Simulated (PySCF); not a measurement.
## What a change does: single-point calculation on C₃H₉BN₂Si

System: C₃H₉BN₂Si, SMILES CC#C[SiH2]B(N)N.
Method of run 1: PBE/pcSseg-1 single-point energy, IEF-PCM benzene (PySCF 2.14.0).

The geometry comes from this level: GFN2-xTB. Text and figures count atoms from 1; the logs count them from 0 in places.

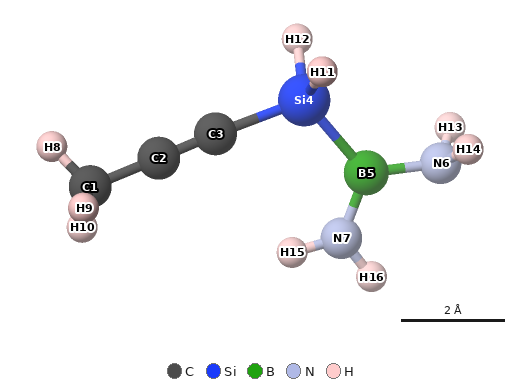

Fig. 1: The input geometry (ball-and-stick view, seen at a tilt; atoms are numbered from 1 in the order of the input). Bond lengths as drawn: B–N 1.38 to 1.48 Å, B–Si 1.98 Å, C–C 1.21 to 1.45 Å, C–H 1.09 Å, C–Si 1.85 Å, H–N 1.01 Å and H–Si 1.48 Å.

### Input, run 1
```
{"job": {"kind": "sp", "xc": "PBE", "basis": "pcSseg-1", "solvent": "benzene", "pop": false}, "charge": 0, "multiplicity": 1}
C     -3.501905    -0.614122     0.613297
C     -2.273406     0.008145     0.161834
C     -1.259775     0.537536    -0.218898
Si     0.343515     1.288147    -0.770950
B      1.866741     0.153583    -0.227241
N      3.289845     0.450136    -0.519853
N      1.646636    -1.014619     0.480842
H     -4.318200    -0.364801    -0.064968
H     -3.754832    -0.259251     1.612841
H     -3.387560    -1.698428     0.642444
H      0.339689     2.657817    -0.206729
H      0.190464     1.489046    -2.230574
H      3.494225     0.499450    -1.509254
H      3.609166     1.321540    -0.117615
H      0.735872    -1.347017     0.752516
H      2.398550    -1.618126     0.775282
```

The first line tells a small driver script what to run in PySCF; the rest is the geometry in Å.

Command:
```bash
OMP_NUM_THREADS=1 python <driver script> task.json out
```

Hardware: 1 CPU thread, shared host.

### Output (run 1)
```
coarse grid: 13672 points
cycle   1  E = -542.8820089954  dE =  5.728e-01  |g| = 7.830e-01  |ddm| = 3.828e+00
cycle   2  E = -542.6323570085  dE =  2.497e-01  |g| = 1.276e+00  |ddm| = 2.336e+00
cycle   3  E = -543.0198264118  dE = -3.875e-01  |g| = 2.215e-01  |ddm| = 1.710e+00
cycle   4  E = -543.0300496700  dE = -1.022e-02  |g| = 9.497e-02  |ddm| = 2.172e-01
cycle   5  E = -543.0317905562  dE = -1.741e-03  |g| = 4.938e-02  |ddm| = 1.089e-01
cycle   6  E = -543.0323858837  dE = -5.953e-04  |g| = 1.060e-02  |ddm| = 4.628e-02
cycle   7  E = -543.0324078889  dE = -2.201e-05  |g| = 4.889e-03  |ddm| = 1.184e-02
cycle   8  E = -543.0324132356  dE = -5.347e-06  |g| = 7.752e-04  |ddm| = 5.146e-03
final grid: 127096 points
cycle   9  E = -543.0781264264  dE = -1.628e-05  |g| = 1.593e-02  |ddm| = 4.123e-02
cycle  10  E = -543.0779976599  dE =  1.288e-04  |g| = 2.878e-02  |ddm| = 3.770e-02
cycle  11  E = -543.0781769211  dE = -1.793e-04  |g| = 5.084e-03  |ddm| = 2.417e-02
cycle  12  E = -543.0781833293  dE = -6.408e-06  |g| = 1.302e-03  |ddm| = 4.547e-03
cycle  13  E = -543.0781837153  dE = -3.859e-07  |g| = 3.556e-04  |ddm| = 1.138e-03
cycle  14  E = -543.0781837435  dE = -2.825e-08  |g| = 1.260e-04  |ddm| = 3.490e-04
cycle  15  E = -543.0781837470  dE = -3.493e-09  |g| = 1.935e-05  |ddm| = 1.264e-04
cycle  16  E = -543.0781837471  dE = -9.277e-11  |g| = 4.100e-06  |ddm| = 3.198e-05
converged SCF energy = -543.0781837471
```

The input of run 2 differs as follows (lines with − go, lines with + come):
```diff
-"xc": "PBE"
+"xc": "revPBE"
```

How does run 2 compare with run 1?

The total energies belong to different methods, so their difference says nothing on which is more stable or more accurate. The HOMO goes from −5.14 to −5.09 eV. The LUMO goes from −1.16 to −1.08 eV. The functional changes from PBE to revPBE. The number of SCF iterations is the same.

### Output (run 2)
```
coarse grid: 13672 points
cycle   1  E = -543.2465001138  dE =  5.686e-01  |g| = 7.619e-01  |ddm| = 3.828e+00
cycle   2  E = -543.0193171805  dE =  2.272e-01  |g| = 1.227e+00  |ddm| = 2.250e+00
cycle   3  E = -543.3775615780  dE = -3.582e-01  |g| = 2.173e-01  |ddm| = 1.633e+00
cycle   4  E = -543.3873708139  dE = -9.809e-03  |g| = 9.509e-02  |ddm| = 2.150e-01
cycle   5  E = -543.3892055493  dE = -1.835e-03  |g| = 4.578e-02  |ddm| = 1.062e-01
cycle   6  E = -543.3897177170  dE = -5.122e-04  |g| = 1.011e-02  |ddm| = 4.398e-02
cycle   7  E = -543.3897377310  dE = -2.001e-05  |g| = 4.643e-03  |ddm| = 1.146e-02
cycle   8  E = -543.3897425912  dE = -4.860e-06  |g| = 7.285e-04  |ddm| = 4.995e-03
final grid: 127096 points
cycle   9  E = -543.4267715800  dE = -3.489e-05  |g| = 1.423e-02  |ddm| = 5.458e-02
cycle  10  E = -543.4266782917  dE =  9.329e-05  |g| = 2.478e-02  |ddm| = 3.505e-02
cycle  11  E = -543.4268126202  dE = -1.343e-04  |g| = 4.697e-03  |ddm| = 2.186e-02
cycle  12  E = -543.4268180328  dE = -5.413e-06  |g| = 1.308e-03  |ddm| = 4.324e-03
cycle  13  E = -543.4268184021  dE = -3.693e-07  |g| = 4.426e-04  |ddm| = 1.199e-03
cycle  14  E = -543.4268184480  dE = -4.590e-08  |g| = 1.215e-04  |ddm| = 3.809e-04
cycle  15  E = -543.4268184512  dE = -3.203e-09  |g| = 2.148e-05  |ddm| = 1.237e-04
cycle  16  E = -543.4268184513  dE = -1.055e-10  |g| = 4.410e-06  |ddm| = 3.202e-05
converged SCF energy = -543.4268184513
```

### The two runs side by side

```csv
quantity,run 1,run 2
outcome,converged,converged
total energy (hartree),−543.078184,−543.426818
HOMO (eV),−5.14,−5.09
LUMO (eV),−1.16,−1.08
dipole moment (D),2.00,2.01
SCF iterations,16,16
basis functions,171,171
wall time (shared host),8 s,8.1 s
```
